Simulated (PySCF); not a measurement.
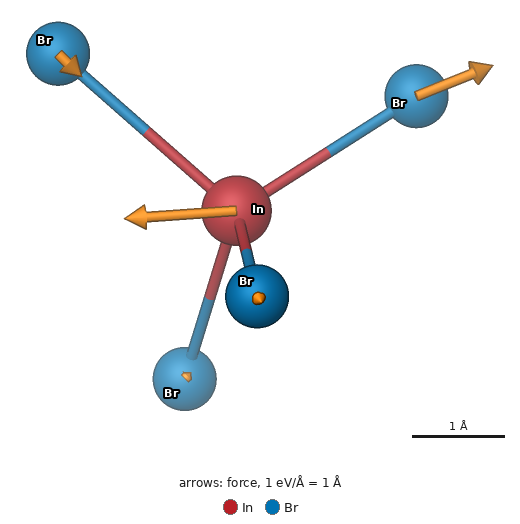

Starting geometry of InBr4 (charge −1) with the computed forces as orange arrows. A ball-and-stick model, seen from a free direction.

The start comes from GFN2-xTB. Its atoms were then displaced at random by about 0.03 Å.

Method: PySCF, PBE0-D3(BJ)/def2-SVP geometry optimisation, gas phase. 

### Is this structure relaxed? If not, where do the atoms go?

It isn't relaxed: the largest force vector, on the In atom, is 1.26 eV/Å. The final displacements follow the starting forces only in part (cosine between the two patterns 0.58). The energy falls by 1.67 kcal/mol in 9 geometry steps. The largest move after the best rigid fit is that of the In atom, 0.077 Å. Largest moves by element: In 0.077 Å, Br 0.075 Å. Some distances before and after: Br–In 2.449 → 2.536 Å, Br–In 2.607 → 2.536 Å, Br–In 2.551 → 2.533 Å, Br–In 2.530 → 2.543 Å. Bond angles that change, for instance: Br–In–Br 107.5° → 111.8°, Br–In–Br 111.0° → 108.2°, Br–In–Br 105.7° → 108.4°.

Limits of the set-up: the basis has no diffuse functions, which an anion needs.
